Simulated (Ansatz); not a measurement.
Input

```
crystal:
  periodic: [false, false, false]
  atoms:
    - {symbol: B, position_ang: [-0.252370, 0.981917, 0.040813]}
    - {symbol: B, position_ang: [-0.936930, -0.383519, -0.053636]}
    - {symbol: Sb, position_ang: [1.189300, -0.598399, 0.012823]}
basis:
  gaussian: {orbitals: def2-TZVP, initial_orbitals: start.molden}
magnetization: {spin_polarized: true, initial_magnetization: 1}
hamiltonian: {xc: pbe0, dispersion: d4}
output: {orbitals: {seedname: orbitals}}
```

Run with:

```sh
ansatz run in.yaml --threads 2 --pin off --events-out ev --progress --plain --max-ram 4352MiB
```

Geometry: r2SCAN-D4/def2-TZVP; ⟨S²⟩ = 0.89, above the pure value of 0.75; core potentials replace the inner electrons of Sb.

Theory: UKS PBE0-D4/def2-TZVP in Ansatz.

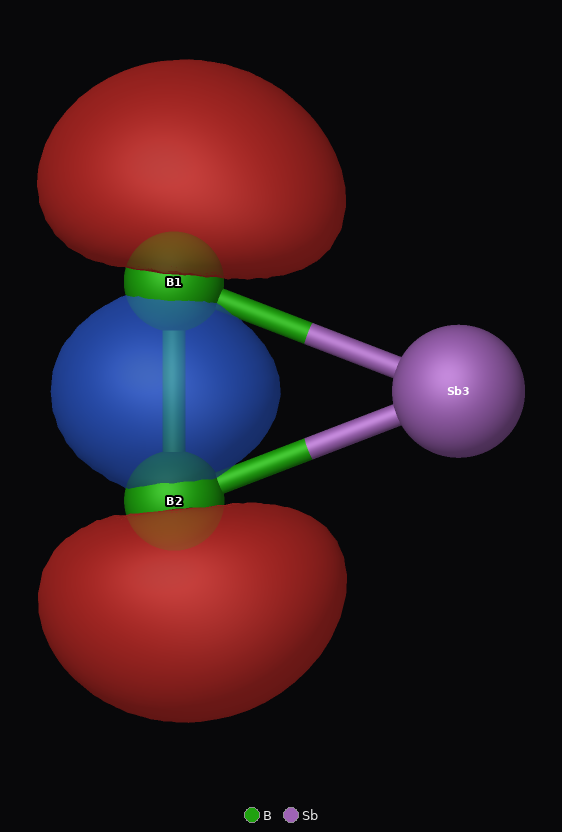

B2Sb (doublet). The HOMO (α) at ±0.15 Å⁻³ᐟ² (red and blue are the two phases), seen across its widest extent.

Describe this orbital and give its energy.

Its weight (Hirshfeld) is mainly on B1 (about 45 %), B2 (about 45 %) and Sb3 (about 15 %); it is symmetric in the molecular plane (an in-plane orbital: σ, lone-pair or in-plane π type). Its energy is −6.53 eV.
